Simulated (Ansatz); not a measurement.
The calculation's input:

```
crystal:
  periodic: [false, false, false]
  atoms:
    - { symbol: In, position_ang: [0.0, 0.0, 0.0] }
    - { symbol: Cl, position_ang: [0.0, 0.0, 2.44] }
    - { symbol: O, position_ang: [1.7233, 0.0, -0.995] }
    - { symbol: H, position_ang: [2.0232, -0.9519, -1.1499] }
    - { symbol: Cl, position_ang: [-2.113, 0.0, -1.22] }
basis:
  gaussian: { orbitals: def2-SVP }
hamiltonian:
  xc: hf
relax:
  f_tol: 0.02
  max_steps: 40
output:
  orbitals: {}
```

Run with:

```sh
ansatz run input.yaml --threads 1 --pin off --max-ram 2048MiB --backend cpu --events-out ev --progress --plain --runs-dir out
```

The fields are those of the run's last geometry, not of the input's.

Core potentials replace the inner electrons of In.

Computed with Ansatz 0.2.0, RHF/def2-SVP.

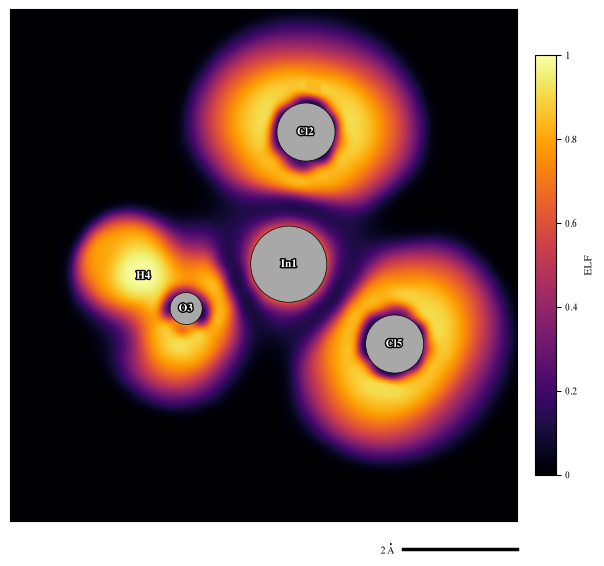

Cl2HInO. Electron localisation function on the molecular plane. Grey discs cover the atomic cores.

**Read the bonding off the picture.**

Atoms in the plane: In, Cl, O and H. In–O (1.96 Å): the ELF peaks at about 0.85 in the valence shell of O, 0.6 Å from its nucleus, and drops to about 0.10 between the two atoms. In–Cl (2.32 Å): the ELF peaks at about 0.85 in the valence shell of Cl, 0.8 Å from its nucleus, and drops to about 0.10 between the two atoms. O–H (0.95 Å): the ELF climbs to about 1 towards the hydrogen, as it does in any bond to H; an ordinary covalent bond to hydrogen. The ELF also peaks beside Cl5, O3 and Cl2, away from the bonds: lone-pair regions.
